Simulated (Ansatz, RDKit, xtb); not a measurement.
# C6H5ClSi: which of the isomers drawn lies lowest?, part 2 of 2

Which of a sample of isomers of C6H5ClSi is the most stable in the gas at 298.15 K, and what are its properties? The sample is small against all isomers, and the most stable one of this formula need not be in it.

xtb, Ansatz and PySCF; isolated molecules. The steps go on from the part before.

### Step 10. c260a at MP2/def2-TZVPP

Input file input.yaml:

```yaml
crystal:
  periodic: [false, false, false]
  atoms:
    - symbol: C
      position_ang: [-2.832138, -1.856177, -0.615458]
    - symbol: C
      position_ang: [-2.202283, -0.819869, -0.471042]
    - symbol: C
      position_ang: [0.124820, 0.597536, 1.009260]
    - symbol: C
      position_ang: [1.277929, 0.811410, 0.333899]
    - symbol: C
      position_ang: [1.171493, 1.080535, -1.125924]
    - symbol: C
      position_ang: [-0.070074, 1.090073, -1.664363]
    - symbol: Cl
      position_ang: [-2.574374, 2.263337, 0.123358]
    - symbol: Si
      position_ang: [-1.241593, 0.716985, -0.258404]
    - symbol: H
      position_ang: [-3.389955, -2.767454, -0.742092]
    - symbol: H
      position_ang: [0.091293, 0.389808, 2.080999]
    - symbol: H
      position_ang: [2.268052, 0.796889, 0.806404]
    - symbol: H
      position_ang: [2.084792, 1.260621, -1.706666]
    - symbol: H
      position_ang: [-0.259012, 1.275586, -2.723978]
basis:
  gaussian:
    orbitals: def2-TZVPP
total_charge: 0
correlation:
  method: mp2
  frozen_orbitals: {Si: 5, Cl: 5, H: 0, C: 1}
```

Launch:

```
$ ansatz run input.yaml --threads 2 --pin off --max-ram 5220MiB --events-out events.jsonl --progress --plain --runs-dir runs
```

Standard output:

```text
Warning: RAYON_NUM_THREADS=2 ignored (pool sized by the plan → 2); use --threads N
Functional definition: HF
  name "HF"
  exchange = exact_x
  correlation = 0
2044 factors; integrals over basis functions are off by at most 1.1e-3 eV
mean field evaluation 1: about -26624.6931 eV, gradient 4.1e1 eV
mean field evaluation 2: about -26625.2117 eV, gradient 4.1e1 eV
mean field evaluation 4: about -26629.9114 eV, gradient 4.3e0 eV
mean field evaluation 8: about -26629.9842 eV, gradient 3.0e-1 eV
mean field -26629.98455006 eV, -978.6338817629 hartree, gradient 1.9e-6 eV, S^2 0.000000; 0 other end points of the search recorded, 0 dependent functions left out; unrestricted orbitals would lower it
mean field evaluation 16: about -26629.9708 eV, gradient 3.7e0 eV
16 core orbitals not correlated: weight in the atoms' cores, before any rotation towards them, 1.000 or more for the frozen orbitals, at most 0.000 for the correlated occupied ones
reference -26629.98455006 eV, -978.6338817629 hartree; 20, 20 occupied and 304, 304 virtual orbitals, 2044 factors
second order -33.23643848 eV of doubles, -0.00000000 eV of singles
Total energy: -26663.22098854 eV, -979.8552983485 hartree
```

It took 23 s on 2 threads of Arm Neoverse V2, shared host; peak memory 1.2 GiB.

### Step 11. c274a at CCSD(T)/def2-SVP

Input file input.yaml:

```yaml
crystal:
  periodic: [false, false, false]
  atoms:
    - {symbol: C, position_ang: [-2.422305, -0.674134, 1.986075]}
    - {symbol: C, position_ang: [-1.718380, -0.191047, 1.112148]}
    - {symbol: C, position_ang: [-0.872923, 0.300760, 0.104017]}
    - {symbol: C, position_ang: [-0.943289, 1.529039, -0.495273]}
    - {symbol: C, position_ang: [0.052202, 1.818944, -1.542299]}
    - {symbol: C, position_ang: [0.959679, 0.854268, -1.840671]}
    - {symbol: Cl, position_ang: [0.101503, -2.336046, -1.630460]}
    - {symbol: Si, position_ang: [0.613825, -0.566184, -0.684338]}
    - {symbol: H, position_ang: [-3.049362, -1.087547, 2.753884]}
    - {symbol: H, position_ang: [-1.699169, 2.275361, -0.226142]}
    - {symbol: H, position_ang: [0.026073, 2.794080, -2.044237]}
    - {symbol: H, position_ang: [1.729779, 0.986560, -2.604034]}
    - {symbol: H, position_ang: [1.698833, -0.871634, 0.286964]}
basis:
  gaussian: {orbitals: def2-SVP}
correlation: {method: ccsd_t, frozen_orbitals: {Si: 5, Cl: 5, H: 0, C: 1}}
```

Launch:

```
$ ansatz run input.yaml --threads 2 --pin off --max-ram 5220MiB --events-out events.jsonl --progress --plain --runs-dir runs
```

Standard output (excerpt; [...] marks lines left out):

```text
Warning: RAYON_NUM_THREADS=2 ignored (pool sized by the plan → 2); use --threads N
[... 2 set-up lines as earlier in the session ...]
[...]
1461 factors; integrals over basis functions are off by at most 1.2e-3 eV
[...]
mean field -26615.49810219 eV, -978.1015146230 hartree, gradient 3.0e-6 eV, S^2 0.000000; 0 other end points of the search recorded, 0 dependent functions left out; unrestricted orbitals would lower it
16 core orbitals not correlated: weight in the atoms' cores, before any rotation towards them, 1.000 or more for the frozen orbitals, at most 0.000 for the correlated occupied ones
reference -26615.49810219 eV, -978.1015146230 hartree; 20, 20 occupied and 109, 109 virtual orbitals, 1461 factors
second order -26.82209092 eV of doubles, -0.00000000 eV of singles
cycle   1  -27.32320501 eV  change   -5.0e-1 eV  update   1.3e-1
[...]
cycle  11  -28.34522959 eV  change    7.7e-6 eV  update   1.5e-5
perturbative correction -1.22202825 eV, -0.0449087099 hartree
Total energy: -26645.06536003 eV, -979.1880913071 hartree
```

Run time: 59 s. Hardware: 2 threads of Arm Neoverse V2, shared host; peak memory 1.1 GiB.

For c260a, c274a, c551a the log finds that unrestricted Hartree-Fock orbitals lie lower, a sign to watch the closed-shell reference there.

### Step 12. The ranking

Energies in kcal/mol from c260a; G adds the thermal terms to the CCSD(T)/def2-SVP + MP2/def2-TZVPP - MP2/def2-SVP energy. The columns left of the relaxed level are at the tight-binding geometries.

```
label                  SMILES     spin  GFN2-xTB  HF/STO-3G  r2SCAN-D4/def2-SVP  r2SCAN-D4/def2-SVP, relaxed  HF/def2-SVP  MP2/def2-SVP  CCSD(T)/def2-SVP + MP2/def2-TZVPP - MP2/def2-SVP    G  share at equilibrium     T1
c260a     C#C[Si]1(Cl)C=CC=C1  singlet       0.0        0.0                 0.0                          0.0          0.0           0.0                                               0.0  0.0               100.0 %  0.013
c274a    C#CC1=CC=C[Si@@H]1Cl  singlet     -14.0        8.6                 3.5                          3.5          8.1           5.6                                               9.1  8.0               < 0.1 %  0.013
c551a  C#CC1=C[Si@@H](Cl)C=C1  singlet     -12.3        9.3                 6.1                          6.1          8.8           6.7                                               9.9  8.8               < 0.1 %  0.012
```

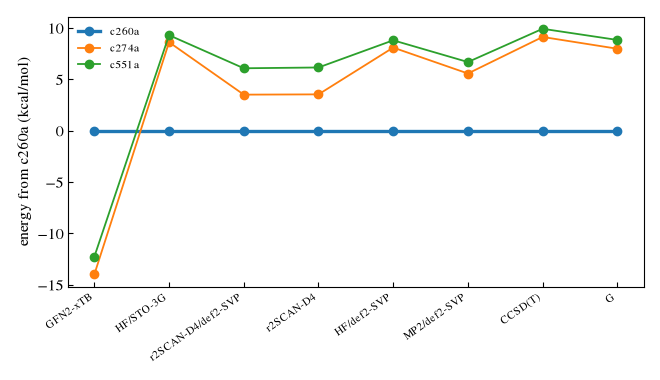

The finalists at each level, measured from c260a.

Lowest found: c260a, `C#C[Si]1(Cl)C=CC=C1`, a singlet. Bond lengths: C1–C2 1.221 Å, C3–C4 1.353 Å, C4–C5 1.488 Å, C5–C6 1.353 Å, C2–Si8 1.825 Å, C3–Si8 1.868 Å, C6–Si8 1.868 Å, Cl7–Si8 2.077 Å, C1–H9 1.076 Å, C3–H10 1.092 Å, C4–H11 1.097 Å, C5–H12 1.097 Å, C6–H13 1.092 Å. Some angles: C1–C2–Si8 179.3°, C3–C4–C5 117.2°, C4–C3–Si8 105.9°, C4–C5–C6 117.2°, C5–C6–Si8 105.9°, C2–Si8–C3 114.2°, C2–Si8–C6 114.3°, C2–Si8–Cl7 108.1°, C3–Si8–C6 93.7°, C3–Si8–Cl7 113.1°.

```xyz
13

C    -2.8321   -1.8562   -0.6155
C    -2.2023   -0.8199   -0.4710
C     0.1248    0.5975    1.0093
C     1.2779    0.8114    0.3339
C     1.1715    1.0805   -1.1259
C    -0.0701    1.0901   -1.6644
Cl   -2.5744    2.2633    0.1234
Si   -1.2416    0.7170   -0.2584
H    -3.3900   -2.7675   -0.7421
H     0.0913    0.3898    2.0810
H     2.2681    0.7969    0.8064
H     2.0848    1.2606   -1.7067
H    -0.2590    1.2756   -2.7240
```

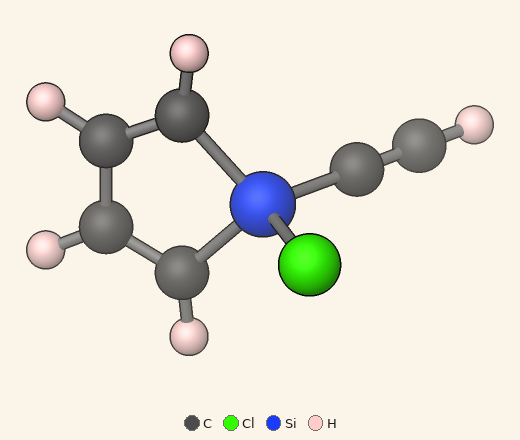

The lowest structure found, seen from a chosen angle (carbon dark grey, chlorine green, silicon blue, hydrogen pink).

### Step 13. Summary of results

What follows sums up all 2 parts.

```
                                 quantity                                                                                                                   value
                   lowest structure found                                                                                            C#C[Si]1(Cl)C=CC=C1, singlet
                            next finalist                                                                 C#CC1=CC=C[Si@@H]1Cl, singlet, 8.0 kcal/mol higher in G
share at equilibrium, among the finalists                                                                                                                 100.0 %
                                   funnel  11 starts, 11 minima at GFN2-xTB from these starts (14 with those found later), 14 screening runs, 3 relaxed, 3 ranked
                     CPU time of all runs                                                                                                                  14 min
```

What this shows: The lowest structure found is `C#C[Si]1(Cl)C=CC=C1`. Among the finalists first place is clear (8.0 kcal/mol); structures outside the list aren't covered. HF/STO-3G, r2SCAN-D4/def2-SVP, r2SCAN-D4/def2-SVP, relaxed, HF/def2-SVP and MP2/def2-SVP already put its bonding pattern lowest among the structures in one piece; GFN2-xTB favours the singlet C#CC1=CC=C[Si@@H]1Cl. The largest share of the time went into the final energies (55 % of the CPU time that the search's summary counts). Lowest found is not proven lowest: the search is finite, and each finalist counts with one conformer. Only 11 drawn patterns were tried, so whole families of isomers are missing, and the result ranks this sample alone. The lowest isomer need not be the one that is made and kept in a bottle, which depends on barriers.
